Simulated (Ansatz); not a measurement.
# One shape, several levels: InH3 (SMILES [InH3])

Aim: a comparison of 6 runs (UHF/STO-3G, SVWN5/STO-3G, UPBE0/STO-3G, wB97X/STO-3G, UMP2/STO-3G, CCSDT/STO-3G) of InH3. 

The results are computed with Ansatz 0.2.0.

29 further runs of the same task are left out: 1 that didn't finish, 28 set aside as unsound or not needed.

## (1) The structure to begin with

InH3 has 4 atoms, charge 0, and is taken as a singlet. SMILES: `[InH3]`. The H3–In1 distance was set to 2.586 Å, away from the relaxed value. At this shape a bond of the SMILES string is far longer than usual.

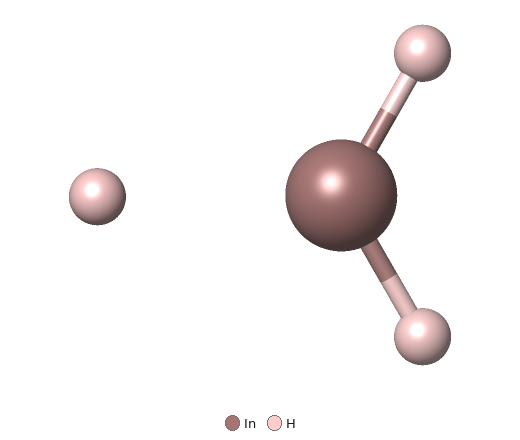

The structure, seen from a chosen angle (indium brown, hydrogen pink).

## (2) The energy at UHF/STO-3G (run 1)

in.yaml

```yaml
basis:
  gaussian:
    orbitals: STO-3G
crystal:
  periodic: [false, false, false]
  atoms:
    - {symbol: In, position_ang: [0.568661, 0.031001, 0.653063]}
    - {symbol: H, position_ang: [0.970261, 1.562101, 1.336363]}
    - {symbol: H, position_ang: [-1.095600, -0.107300, -1.321400]}
    - {symbol: H, position_ang: [1.276561, -1.407899, 1.286163]}
magnetization:
  spin_polarized: true
hamiltonian:
  xc: hf
accuracy: high
```

Run with:

```console
ansatz run in.yaml --threads 1 --pin off --max-ram 2610MiB --events-out events.jsonl --progress --plain --runs-dir runs
```

The program printed:

```text
Warning: RAYON_NUM_THREADS=1 ignored (pool sized by the plan → 1); use --threads N
Functional definition: HF
  name "HF"
  exchange = exact_x
  correlation = 0
524 factors; integrals over basis functions are off by at most 3.9e-9 eV
mean field evaluation 1: about -154680.4750 eV, gradient 8.1e0 eV
mean field evaluation 2: about -154680.4605 eV, gradient 8.1e0 eV
mean field evaluation 4: about -154681.6582 eV, gradient 5.0e-1 eV
mean field evaluation 8: about -154681.6596 eV, gradient 4.7e-5 eV
mean field evaluation 16: about -154681.6596 eV, gradient 6.5e-7 eV
mean field evaluation 32: about -154682.1618 eV, gradient 2.0e-8 eV
mean field -154682.16184946 eV, -5684.4646006324 hartree, gradient 9.3e-9 eV, S^2 0.563974; 3 other end points of the search recorded, 0 dependent functions left out
reference -154682.16184946 eV, -5684.4646006324 hartree; 26, 26 occupied and 4, 4 virtual orbitals, 524 factors
Total energy: -154682.16184946 eV, -5684.4646006324 hartree
```

Run time: 0.95 s. Hardware: 1 thread of Arm Neoverse V1, shared host.

## (3) The energy at SVWN5/STO-3G (run 2)

input.yaml

```yaml
crystal:
  periodic: [false, false, false]
  atoms:
    - {symbol: In, position_ang: [0.568661, 0.031001, 0.653063]}
    - {symbol: H, position_ang: [0.970261, 1.562101, 1.336363]}
    - {symbol: H, position_ang: [-1.095600, -0.107300, -1.321400]}
    - {symbol: H, position_ang: [1.276561, -1.407899, 1.286163]}
basis:
  gaussian: {orbitals: STO-3G}
hamiltonian: {xc: {name: SVWN5}}
accuracy: high
```

Run with:

```console
ansatz run input.yaml --threads 1 --pin off --max-ram 2610MiB --events-out events.jsonl --progress --plain --runs-dir runs
```

The program printed:

```text
Warning: RAYON_NUM_THREADS=1 ignored (pool sized by the plan → 1); use --threads N
Functional definition: SVWN5
  name "SVWN5"
  exchange = slater_x
  correlation = vwn5_c
524 factors; integrals over basis functions are off by at most 3.9e-9 eV
mean field evaluation 1: about -154578.4822 eV, gradient 3.3e1 eV
mean field evaluation 2: about -154574.1731 eV, gradient 2.8e1 eV
mean field evaluation 4: about -154583.6675 eV, gradient 2.3e0 eV
mean field evaluation 8: about -154583.6152 eV, gradient 2.5e-1 eV
mean field evaluation 16: about -154583.6157 eV, gradient 2.5e-6 eV
mean field -154583.61569342 eV, -5680.8430961952 hartree, gradient 1.1e-8 eV, S^2 0.000000; 0 other end points of the search recorded, 0 dependent functions left out
reference -154583.61569520 eV, -5680.8430962605 hartree; 26, 26 occupied and 4, 4 virtual orbitals, 524 factors
Total energy: -154583.61569520 eV, -5680.8430962605 hartree
```

It took 0.93 s on 1 thread of Arm Neoverse V1, shared host.

Runs 3 to 5 aren't shown in full; the table further down has their settings and results.

## (4) The energy at CCSDT/STO-3G (run 6)

Changes to input.yaml since step 3:

```diff
@@ -8,4 +8,9 @@
 basis:
-  gaussian: {orbitals: STO-3G}
-hamiltonian: {xc: {name: SVWN5}}
+  gaussian:
+    orbitals: STO-3G
+correlation:
+  method: ccsdt
+  frozen_orbitals: {H: 0, In: 18}
 accuracy: high
+scf:
+  omitted_lower_state_checks: [cluster_reference, increment]
```

Run with:

```console
ansatz run input.yaml --threads 1 --pin off --max-ram 2610MiB --events-out events.jsonl --progress --plain --runs-dir runs
```

The program printed, shortened:

```text
Warning: RAYON_NUM_THREADS=1 ignored (pool sized by the plan → 1); use --threads N
[... 2 set-up lines as earlier in the session ...]
[...]
524 factors; integrals over basis functions are off by at most 3.9e-9 eV
[...]
mean field -154681.65964964 eV, -5684.4461451296 hartree, gradient 2.3e-8 eV, S^2 0.000000; 0 other end points of the search recorded, 0 dependent functions left out; unrestricted orbitals would lower it
18 core orbitals not correlated: weight in the atoms' cores, before any rotation towards them, 1.000 or more for the frozen orbitals, at most 0.000 for the correlated occupied ones
reference -154681.65964964 eV, -5684.4461451296 hartree; 8, 8 occupied and 4, 4 virtual orbitals, 524 factors
second order -1.38937131 eV of doubles, -0.00000000 eV of singles
cycle   1  -1.93255233 eV  change   -5.4e-1 eV  update   9.8e-2
[...]
cycle  24  -2.40845612 eV  change   -1.3e-9 eV  update  3.0e-10
Total energy: -154684.06810575 eV, -5684.5346542593 hartree
Checks for a lower state left out: cluster_reference, increment
```

It took 0.56 s on 1 thread of Arm Neoverse V1, shared host.

## (5) Overview of the runs

| run | level | frozen core orbitals | energy (Eh) | wall time |
| --- | --- | --- | --- | --- |
| 1 | UHF/STO-3G | – | -5684.464601 | 0.95 s |
| 2 | SVWN5/STO-3G | – | -5680.843096 | 0.93 s |
| 3 | UPBE0/STO-3G | – | -5686.219429 | 2.6 s |
| 4 | wB97X/STO-3G | – | -5686.650879 | 6 s |
| 5 | UMP2/STO-3G | 18 | -5684.492297 | 0.99 s |
| 6 | CCSDT/STO-3G | 18 | -5684.534654 | 0.56 s |

## (6) Results

```
                                           quantity           value
                                run 6: total energy  -5684.53465 Eh
run 6: correlation energy (18 core orbitals frozen)       -88.5 mEh
                               run 6: T1 diagnostic           0.013
```

In words: Below the UHF energy at the same shape and in the same basis (STO-3G): UMP2 -27.7 mEh; CCSDT -70.1 mEh. Some of these start from another determinant than that one, so these aren't their correlation energies. Totals of different functionals can't be ranked against each other. In run 6 the log says that unrestricted orbitals would lower the reference, so the values rest on an unstable closed-shell determinant (other closed-shell runs at this shape may share the fault). In runs 1, 2, 3, 4, 5, 6 the basis is minimal, so the values are rough. In runs 1, 2, 3, 4, 5, 6 relativity is left out where basis or elements ask for it. Spin contamination of the reference: run 1 ⟨S²⟩ = 0.56, run 5 ⟨S²⟩ = 0.56. All runs together took 12 s, the longest 6 s.
